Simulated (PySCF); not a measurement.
HO$_{4}$Ta (charge −1, doublet)

```xyz
6

Ta    0.1058    0.3301    0.2167
O     0.0696    0.3131    2.0764
O     1.8370    0.5996   -0.3262
O    -0.9131    1.7952   -0.3066
O    -0.6032   -1.3820   -0.5570
H    -0.0412   -1.9238   -1.1332
```

Geometry: PBE-D3(BJ)/ma-def2-SVP; core potentials replace the inner electrons of Ta.

Computed with PySCF, DFT single point, gas phase, functional TPSSh.

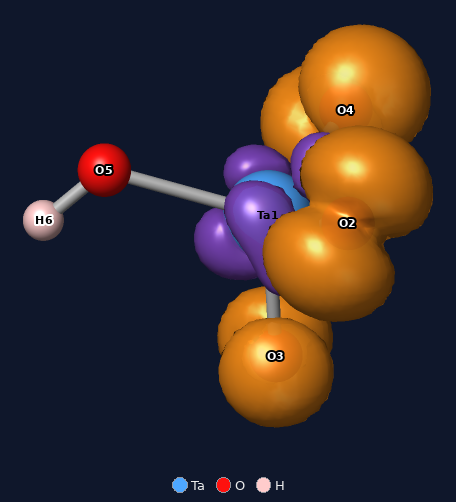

Figure 1. Isosurfaces of the spin density (α minus β) at +0.02 (orange) and −0.02 e/Å³ (purple), seen at an oblique angle.

**Describe the spin distribution.**

The unpaired spin (1 electron) lies mostly on O2 (about 0.4), O4 (about 0.4) and O3 (about 0.2), in electrons by Hirshfeld's partition, with opposite, polarisation-induced spin on Ta1.

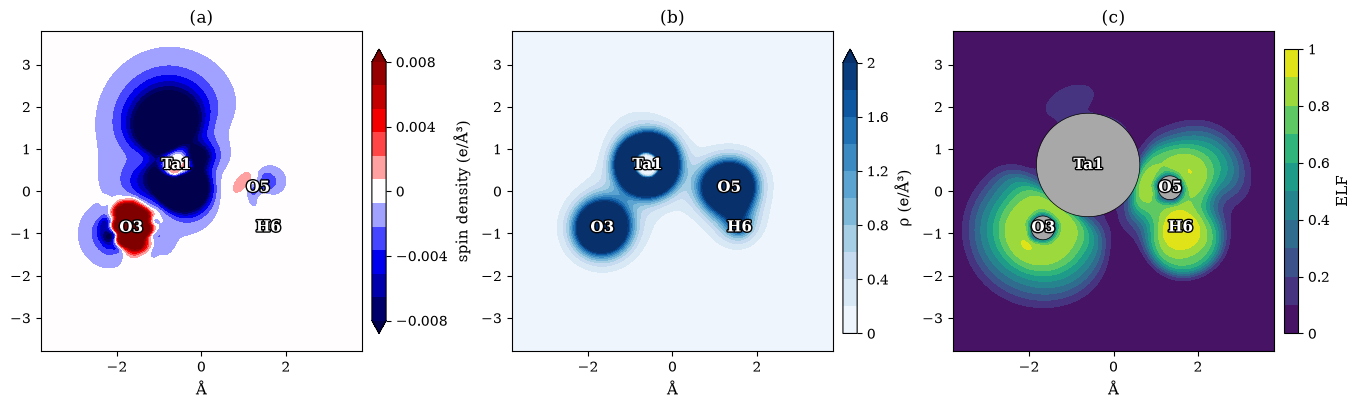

Figure 2. (a) spin density; (b) electron density; (c) electron localisation function on the plane of atoms O3, Ta1 and O5. Grey discs cover the atomic cores in the ELF map.

**Describe what can be read from this map.**

The section cuts through Ta, O and H sites. Ta–O (1.83 Å): ρ at the midpoint is about 1.3 e/Å³; the ELF peaks at about 0.85 in the valence shell of O, 0.5 Å from its nucleus, and drops to about 0.30 between the two atoms. O–H (0.97 Å): ρ at the midpoint is about 3.5 e/Å³; the ELF climbs to about 1 towards the hydrogen, as it does in any bond to H: an ordinary covalent bond to hydrogen. Ta–O (2.01 Å): ρ at the midpoint is about 0.77 e/Å³; the ELF peaks at about 0.85 in the valence shell of O, 0.6 Å from its nucleus, and drops to about 0.20 between the two atoms.
